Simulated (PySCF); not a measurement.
# H6O4P2Si2: what the fields show

| atom | x (Å) | y (Å) | z (Å) |
| --- | --- | --- | --- |
| Si | 0.3113 | -1.7990 | -0.2703 |
| P | 1.0410 | 0.0300 | -1.5960 |
| Si | -1.1746 | -0.0737 | -1.8127 |
| O | 0.2304 | -1.0001 | 1.2553 |
| P | 0.1092 | 0.5723 | 1.5619 |
| O | -0.8210 | 1.2632 | 0.6413 |
| O | -0.2911 | 0.6382 | 3.0997 |
| O | 1.6167 | 1.1203 | 1.5655 |
| H | 1.3353 | -0.8121 | -2.7099 |
| H | -2.0206 | 1.1116 | -1.5661 |
| H | -1.5528 | -0.7917 | -3.0671 |
| H | -1.4845 | -1.2122 | -0.7615 |
| H | 0.1964 | 0.0074 | 3.6449 |
| H | 1.9138 | 1.2803 | 0.6543 |

Geometry: PBE0-D3(BJ)/def2-SVP.

All numbers below come from PBE0/pcSseg-1, SCF density, gas phase, non-relativistic in PySCF 2.14.0.

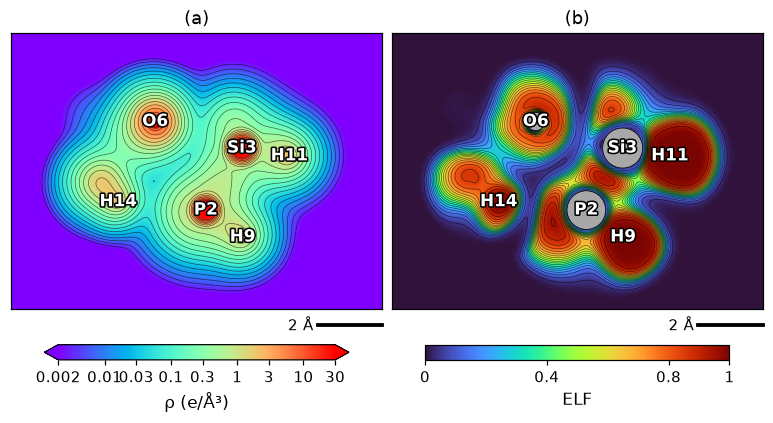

Figure 1. (a) electron density; (b) electron localisation function on the plane of atoms P2, Si3 and H11. Grey discs cover the atomic cores in the ELF map.

Q: Describe what can be read from this map.

A:
- Atoms in the plane: P, Si, O and H.
- Si–P (2.23 Å): ρ is about 0.74 e/Å³ halfway; the ELF peaks at about 0.95 between the atoms: a covalent bond.
- P–H (1.43 Å): ρ at the midpoint is about 1 e/Å³; the ELF climbs to about 1 towards the hydrogen, as it does in any bond to H.
- The ELF also peaks beside P2, O8 and O6, away from the bonds: lone-pair regions.

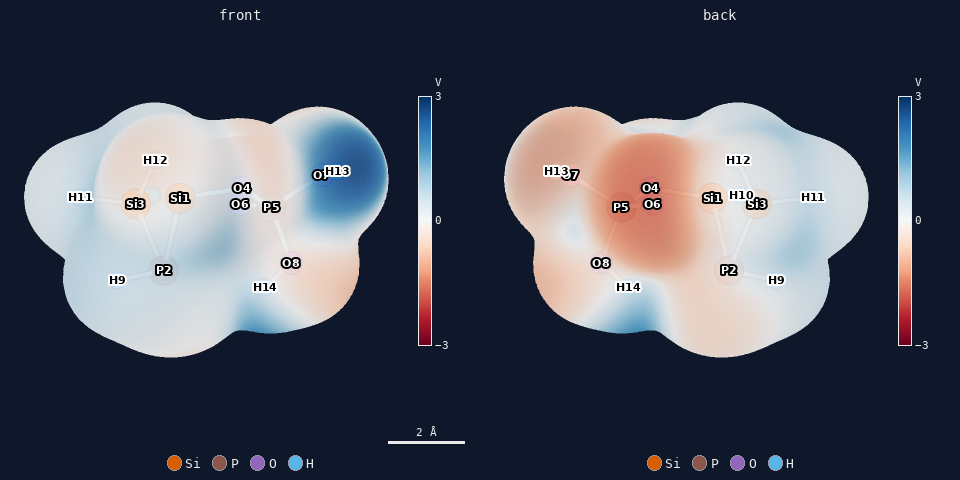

Figure 2. The molecular electrostatic potential painted on the density surface at 0.001 e/bohr³, seen from the front and from behind; the colour scale runs from red (negative) to blue (positive).

Q: Describe the electrostatic potential map.

A: The most negative region (about −1.6 V) lies over O6, the most positive (about +2.5 V) over H13. O6 is the likeliest acceptor of a hydrogen bond.
